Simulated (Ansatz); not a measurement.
**FGaH$_{4}$O···NH$_{3}$: density, localisation and related maps**

```yaml
atoms:
  - { symbol: Ga, position_ang: [0.3956, -1.8318, -0.4297] }
  - { symbol: F, position_ang: [1.5135, -0.7241, 0.4335] }
  - { symbol: H, position_ang: [0.8416, -2.1276, -1.9127] }
  - { symbol: H, position_ang: [-0.3252, -2.8304, 0.5444] }
  - { symbol: H, position_ang: [-0.7791, 0.4970, -0.2201] }
  - { symbol: O, position_ang: [-0.9877, -0.3102, -0.7409] }
  - { symbol: H, position_ang: [0.7834, 1.1574, 0.9735] }
  - { symbol: N, position_ang: [-0.0421, 1.7202, 0.8189] }
  - { symbol: H, position_ang: [-1.1765, -0.0509, -1.6319] }
  - { symbol: H, position_ang: [-0.4736, 1.8901, 1.7120] }
  - { symbol: H, position_ang: [0.2505, 2.6104, 0.4529] }
```

Method: RHF/def2-SVP (Ansatz 0.2.0).

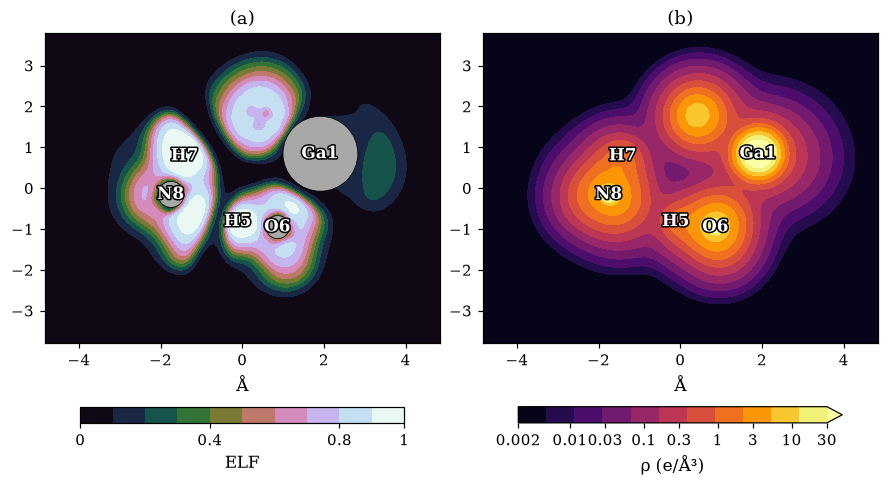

Figure 1. (a) ELF; (b) electron density on the plane of atoms Ga1, O6 and H5. Grey discs cover the atomic cores in the ELF map.

What do the fields say about this system?

Answer.
- The section cuts through Ga, H, O and N sites.
- N8···H5 (1.77 Å): the density falls to about 0.29 e/Å³ on the way; the ELF dips to about 0.15 between them; a closed-shell contact with the geometry of a hydrogen bond.
- Ga–O (2.08 Å): ρ is about 0.4 e/Å³ halfway; the ELF peaks at about 0.90 in the valence shell of O, 0.6 Å from its nucleus, and is about 0.15 at the midpoint.
- N–H (1.01 Å): the density is about 2.9 e/Å³ at the midpoint; the ELF climbs to about 1 towards the hydrogen, as it does in any bond to H; an ordinary covalent bond to hydrogen.
- The ELF also peaks beside F2, away from the bonds: lone-pair regions.

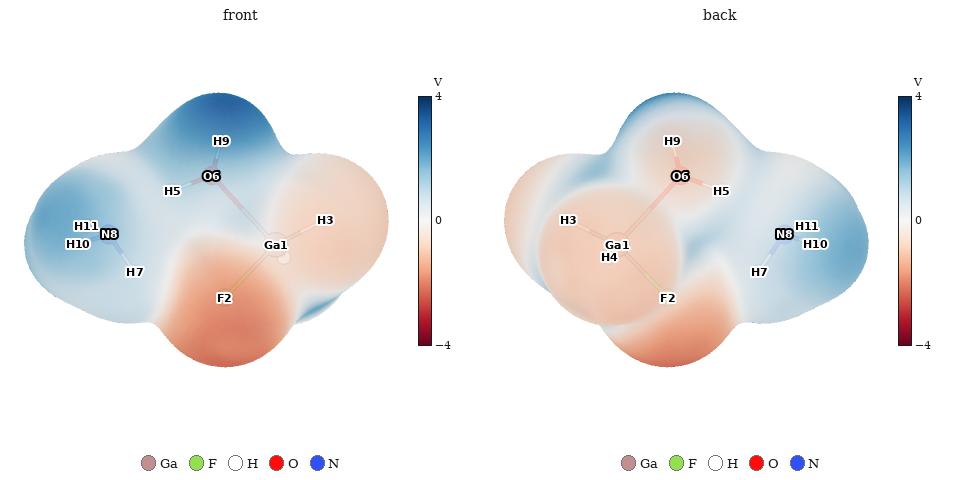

Figure 2. The molecular electrostatic potential painted on the density surface at 0.002 e/bohr³, seen from the front and from behind; the colour scale runs from red (negative) to blue (positive).

Where is the surface potential most negative and most positive?

Answer. The most negative region (about −2.2 V, or −51 kcal/mol for a unit charge) lies over F2, the most positive (about +3.2 V, or +74 kcal/mol for a unit charge) over H9.
